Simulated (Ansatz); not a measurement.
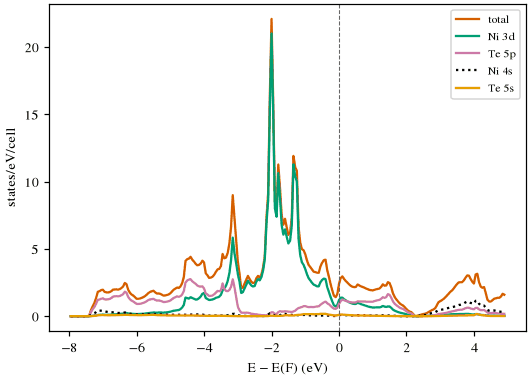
Fig. 1. Total and projected density of states of NiTe (NiAs type, P6_3/mmc), DFT-PBEsol in the program Ansatz with PAW potentials

Q: Which orbitals carry the states next to the Fermi level?

A: Within 0.5 eV of the Fermi level: Ni 3d 54 %, Te 5p 36 %. Projections are on Löwdin-orthogonalised atomic valence shells; empty p or d shells of many metals are not among them.

Q: Where is the tallest occupied peak in this window, and what makes it?

A: Near -2.0 eV, about 22 states/eV per cell; the largest projected share is Ni 3d.

The workflow started from an entry of the Crystallography Open Database (COD). Its standing as an ambient phase is unchecked. The PBEsol relaxation kept the symmetry of its start; its stability against distortions is not shown here. The workflow began spin-polarised and lost its moments. Scalar-relativistic: spin–orbit coupling is off unless named, which matters more the heavier the elements.

Potentials: the later of the program's two PAW sets.
